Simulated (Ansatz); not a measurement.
Stretching the In1–I4 bond in H2IIn (SMILES [InH2][I]) (multiplicity 1 held, fragments rigid). Energies count from the point at 2.700 Å.
Geometry at that point (charge 0, multiplicity 1):
```xyz
4

In    -0.7264    -1.1355     0.1996
H     -0.0696    -2.1741     1.3945
H     -2.1191    -1.2475    -0.7931
I      0.7129     1.1144    -0.1958
```

R- and RO- levels are restricted; in cc, def2 and unpolarised 6-31G sets they are followed outwards from rest. Unrestricted levels (U-) break spin symmetry where that is lower. Active spaces are followed from a long bond inwards. Levels need not reach the same state.

Correlated levels freeze the cores. Filled d and f shells under p-block atoms count as core.

Codes used: Ansatz (Gaussian basis) for Hartree–Fock, density functionals and correlated methods. Values without a source in brackets are computed. In def2 rows elements past Kr take small-core potentials, without spin–orbit coupling.

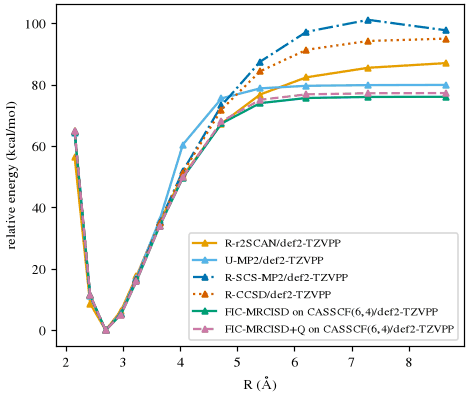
*Relative energy along the coordinate*

### Question
Read off the R-r2SCAN/def2-TZVPP curve at R = 2.160.

### Answer
about 56 kcal/mol

Doubts at one or more of the structures used: a restricted determinant that unrestricted orbitals would lower (R-r2SCAN/def2-TZVPP, R-SCS-MP2/def2-TZVPP, R-CCSD/def2-TZVPP); a spin-contaminated determinant (U-MP2/def2-TZVPP); T1 above 0.05 (R-CCSD/def2-TZVPP); other coupled-cluster roots lie near (R-CCSD/def2-TZVPP); active orbitals that take no part (FIC-MRCISD on CASSCF(6,4)/def2-TZVPP, FIC-MRCISD+Q on CASSCF(6,4)/def2-TZVPP).

Ansatz is a program for electronic structure.
